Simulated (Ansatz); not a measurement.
# Profile along the N–Ti line in TiN (rock salt)

TiN (rock salt)

```cif
data_N4Ti4
_chemical_formula_sum 'N4 Ti4'
_space_group_name_H-M_alt 'Fm-3m'
_space_group_IT_number 225
_space_group_name_Hall '-F 4 2 3'
_cell_length_a 4.23251
_cell_length_b 4.23251
_cell_length_c 4.23251
_cell_angle_alpha 90.000
_cell_angle_beta 90.000
_cell_angle_gamma 90.000
loop_
_atom_site_label
_atom_site_type_symbol
_atom_site_symmetry_multiplicity
_atom_site_Wyckoff_symbol
_atom_site_fract_x
_atom_site_fract_y
_atom_site_fract_z
_atom_site_occupancy
N1 N 4 a 0.00000 0.00000 0.00000 1
Ti1 Ti 4 b 0.50000 0.50000 0.50000 1
```
(The calculation used a cell of 2 atoms; values per cell refer to that cell.)

Fields along a shortest N–Ti line of a {100} plane (2.12 Å), from N to Ti, interpolated on the slice's grid (step about 0.1 Å). All values below come from r2SCAN (plane waves to 500 eV, PAW, scalar-relativistic; Ansatz, a quantum-chemistry and plane-wave program). k mesh 19×19×19. These are valence fields of a PAW run, semicore shells included where kept as valence: close to a nucleus they are smooth pseudo fields. TiN is run without spin polarisation. TiN was relaxed with its symmetry unable to fall.

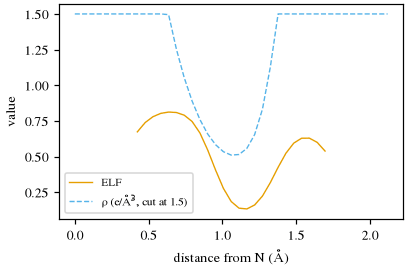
Figure. ELF (away from the nuclei) and valence density from N to Ti.

Density on the N–Ti line (2.12 Å) at its midpoint: 0.51 e/Å³. ELF at that point: 0.18.
